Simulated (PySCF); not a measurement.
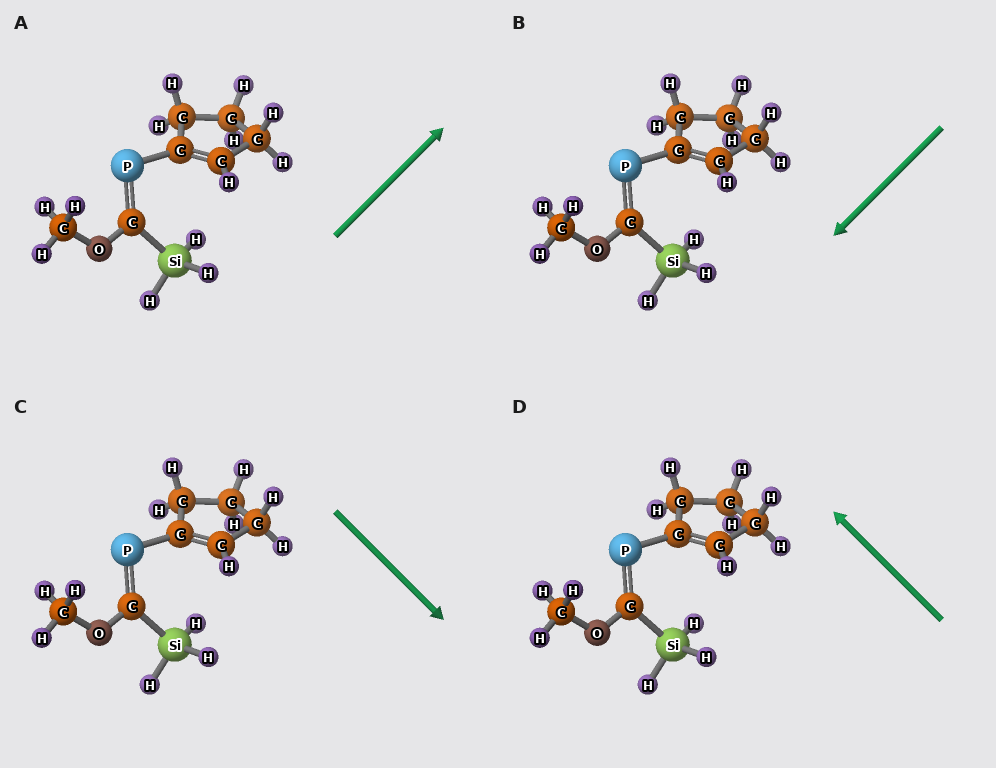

The same molecule four times, each with an arrow. The geometry was computed by an optimisation with GFN2-xTB. No frequency run is at hand to confirm it as a minimum. Level of theory: PBE0/pcSseg-1, gas phase (PySCF 2.14.0).

Question: Which arrow points along the dipole moment, from the negative to the positive end?

Answer: A. The dipole moment is 0.41 D.

The geometry is semi-empirical. Around P, Si such bond lengths and angles can be off by a tenth of an ångström or more and by several degrees, and values that hang on the shape move with them.
